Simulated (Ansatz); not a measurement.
Energy over volume and axial ratio for BN (h-BN type, space group P6_3/mmc)

BN (h-BN type, space group P6_3/mmc)

```cif
data_B2N2
_chemical_formula_sum 'B2 N2'
_space_group_name_H-M_alt 'P63/mmc'
_space_group_IT_number 194
_space_group_name_Hall '-P 6c 2c'
_cell_length_a 2.50045
_cell_length_b 2.50045
_cell_length_c 6.41121
_cell_angle_alpha 90.000
_cell_angle_beta 90.000
_cell_angle_gamma 120.000
loop_
_atom_site_label
_atom_site_type_symbol
_atom_site_symmetry_multiplicity
_atom_site_Wyckoff_symbol
_atom_site_fract_x
_atom_site_fract_y
_atom_site_fract_z
_atom_site_occupancy
B1 B 2 c 0.33333 0.66667 0.25000 1
N1 N 2 d 0.66667 0.33333 0.25000 1
```

Two coordinates are scanned: the volume, and the ratio of the stretch along z (the conventional c axis) to the stretch across it. Atoms keep their fractional coordinates.

The numbers are results of PBEsol-D3(BJ) (plane waves to 420 eV, PAW, scalar-relativistic; Ansatz, a program for electronic structure), not measurements. k mesh 15×15×5 (Γ-centred), Fermi-Dirac smearing 0.05 eV. E stands for the smeared free energy. Compression counts positive. BN was relaxed with its symmetry unable to fall. The zero of ΔE is the relaxed starting cell.

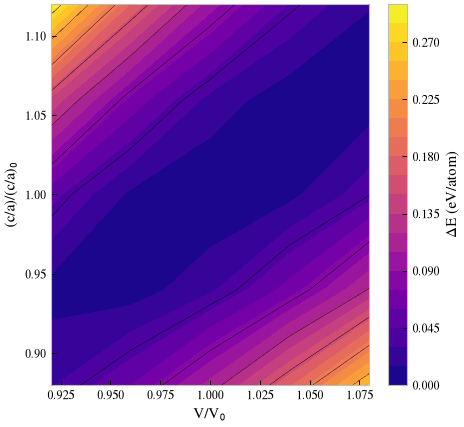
Figure. ΔE (eV/atom) over the 5×5 grid of computed points.

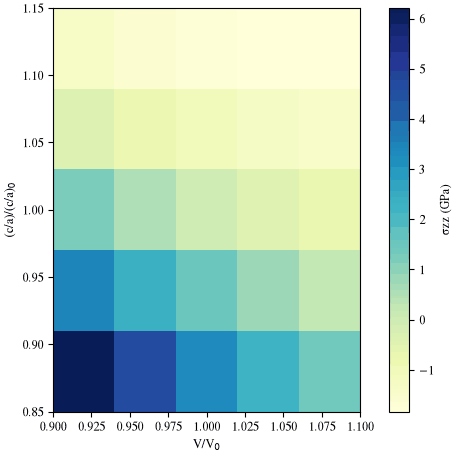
*σzz (GPa) over the 5×5 grid of computed points.*

The modulus against c/a change at fixed volume, (3/4V)·∂²E/∂(ln c/a)² (fit, atoms clamped) is 198 GPa. Highest place on the grid: V/V₀ = 0.920, (c/a)/(c/a)₀ = 1.120 (296.8 meV/atom). Lowest place on the grid: V/V₀ = 1.000, (c/a)/(c/a)₀ = 1.000 (0.0 meV/atom). Best c/a under compression: smaller than under expansion (fitted ratio 0.929 at V/V₀ = 0.92, 1.075 at 1.08).

Near the relaxed cell σzz − σxx = −2Cδ (compression positive), C being this modulus and δ the logarithm of the ratio.

(Under strain, the slope of the energy per volume gives the stress and its curvature an elastic modulus.)
